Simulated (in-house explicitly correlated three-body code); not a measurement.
Two electrons around a point charge Z = 1.27. Computed variationally in 260 exponentially correlated functions with an in-house code, non-relativistic, converged to about 10⁻⁷ hartree. Wanted, and plotted below: the distribution of the distance r₁₂ between the electrons in the ground state (one pair, times 4πr₁₂²) and its difference from that of the Kohn-Sham determinant with the same density, the Coulomb hole.

The pair density peaks near r₁₂ = 2.1 bohr, and ⟨r₁₂⟩ = 2.731 bohr. Correlation takes weight from short distances: the hole is deepest (−0.070 bohr⁻¹) near 0.94 bohr and first changes sign near 1.9 bohr, moving 7.5 % of the pair outwards. The mean cosine of the angle between the electrons is −0.0946, and the density-functional correlation energy is −40.50 millihartree.

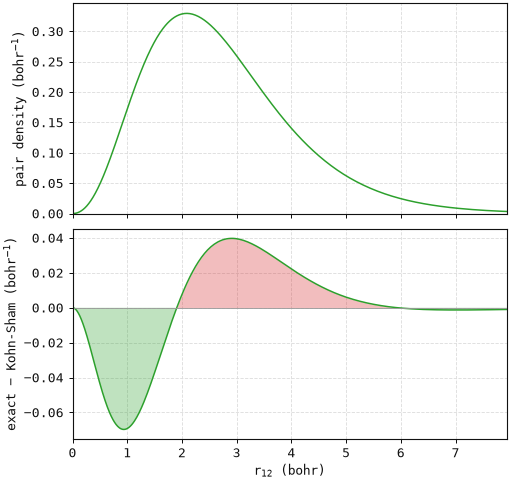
